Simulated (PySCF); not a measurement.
**C5H11F2NSi: density, localisation and related maps**

Input file:

```
{"job": {"kind": "nmr", "xc": "PBE0", "basis": "pcSseg-1"}, "charge": 0, "multiplicity": 1}
C     -1.245131     1.248452    -0.164434
N     -1.140860    -0.190710    -0.073651
C     -2.301941    -0.854670    -0.624435
Si    -0.146944    -0.975125     1.074921
F     -0.022917    -2.491161     0.525014
C      1.604009    -0.223100     1.073043
C      2.157895    -0.146682    -0.304106
C      2.340611     0.965287    -0.991773
F      2.062713     2.185012    -0.474013
H     -1.381284     1.539386    -1.209057
H     -2.099308     1.625882     0.409254
H     -0.341733     1.717286     0.210837
H     -2.164756    -1.930717    -0.583071
H     -2.432870    -0.554750    -1.666722
H     -3.212640    -0.594402    -0.074105
H     -0.645393    -1.162013     2.438318
H      1.603982     0.762380     1.534181
H      2.238678    -0.868409     1.680185
H      2.398168    -1.080961    -0.786454
H      2.724573     1.039695    -1.996968
```

Run with:

```sh
OMP_NUM_THREADS=1 python probes_run.py task.json out
```

Geometry: GFN2-xTB.

These are results of PBE0/pcSseg-1, SCF density, gas phase, non-relativistic in PySCF, not measurements.

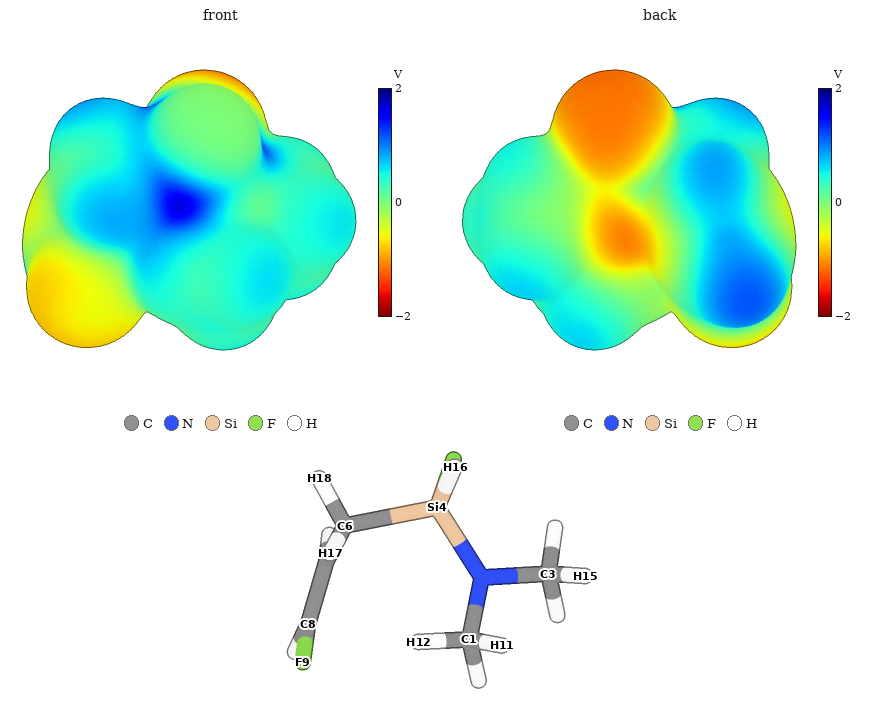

Figure 1. The molecular electrostatic potential painted on the density surface at 0.002 e/bohr³, seen from the front and from behind; red is negative and blue positive. The bare structure is drawn below in the same view.

Q: Where is the surface potential most negative and most positive?

A: The most negative region (about −1.2 V, or −28 kcal/mol for a unit charge) lies over F5, the most positive (about +1.5 V, or +35 kcal/mol for a unit charge) over Si4.

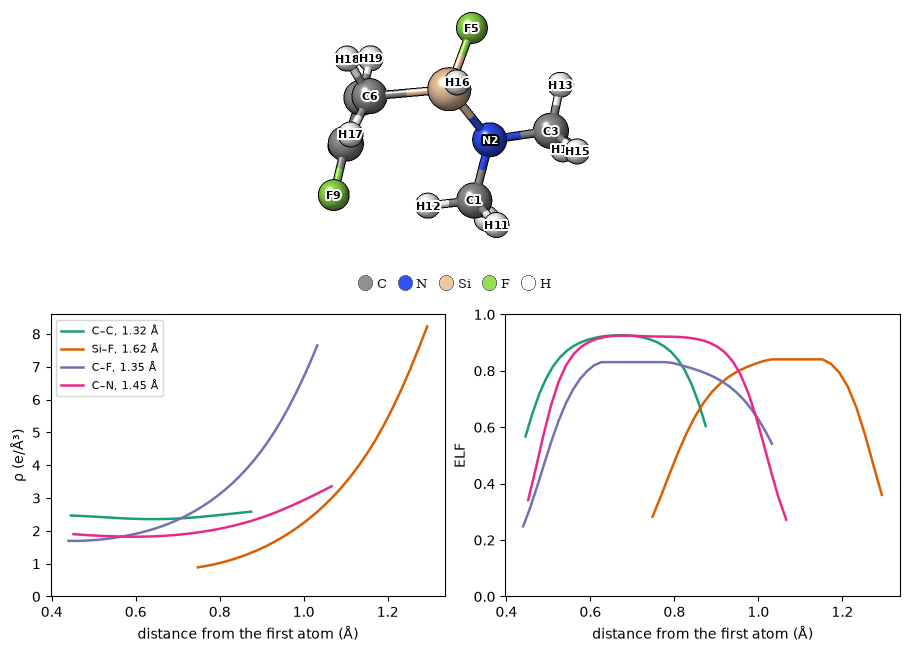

Figure 2. Electron density and electron localisation function along straight lines between neighbouring atoms. The curves leave out the atomic cores. The structure is drawn too.

Q: What can be read from the curves?

A: C–C (1.32 Å): ρ is about 2.4 e/Å³ halfway; the ELF peaks at about 0.95 between the atoms: a short, multiple covalent bond.
Si–F (1.62 Å): the density is about 1 e/Å³ at the midpoint; the ELF peaks at about 0.85 in the valence shell of F, 0.6 Å from its nucleus, and is about 0.50 at the midpoint.
C–F (1.35 Å): ρ is about 2.2 e/Å³ halfway, with its minimum of 1.7 e/Å³ about 0.5 Å from C; the ELF peaks at about 0.85 between the atoms (a polar covalent bond).
C–N (1.45 Å): ρ is about 1.9 e/Å³ halfway; the ELF peaks at about 0.90 between the atoms, as expected for a covalent bond.
